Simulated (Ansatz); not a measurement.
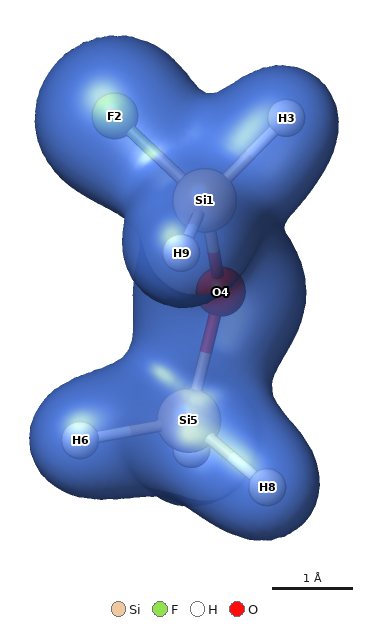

*FH5OSi2. Isosurface of the total electron density at 0.2 e/Å³ (blue), seen at an oblique angle.*

Not at a stationary point (largest force 1.5 eV/Å).

The calculation used RKS PBE0-D4/6-31G* in Ansatz 0.2.0.

```json
{"atom": "Si", "x (Å)": "0.1518", "y (Å)": "0.0019", "z (Å)": "0.0627"}
{"atom": "F", "x (Å)": "0.4236", "y (Å)": "0.0940", "z (Å)": "1.6229"}
{"atom": "H", "x (Å)": "1.5672", "y (Å)": "0.1303", "z (Å)": "-0.2250"}
{"atom": "O", "x (Å)": "-0.7582", "y (Å)": "1.2381", "z (Å)": "-0.4936"}
{"atom": "Si", "x (Å)": "-2.3363", "y (Å)": "1.4008", "z (Å)": "-0.9975"}
{"atom": "H", "x (Å)": "-3.2451", "y (Å)": "0.6174", "z (Å)": "-0.1137"}
{"atom": "H", "x (Å)": "-2.6904", "y (Å)": "2.8392", "z (Å)": "-0.9421"}
{"atom": "H", "x (Å)": "-2.4792", "y (Å)": "0.9034", "z (Å)": "-2.3919"}
{"atom": "H", "x (Å)": "-0.4951", "y (Å)": "-1.2921", "z (Å)": "-0.2916"}
```

Question: Which contacts does the surface bridge?

Answer: At this value the surface is in one piece. It bridges the sampled Si–F (1.59 Å), Si–O (1.63 Å) and Si–H (1.45 Å) contacts, where the density stays above the isovalue. On the grid the lowest density along these lines, outside the cores, is 0.96 e/Å³ (Si–F, 1.59 Å), 0.97 e/Å³ (Si–O, 1.63 Å) and 0.85 e/Å³ (Si–H, 1.45 Å).
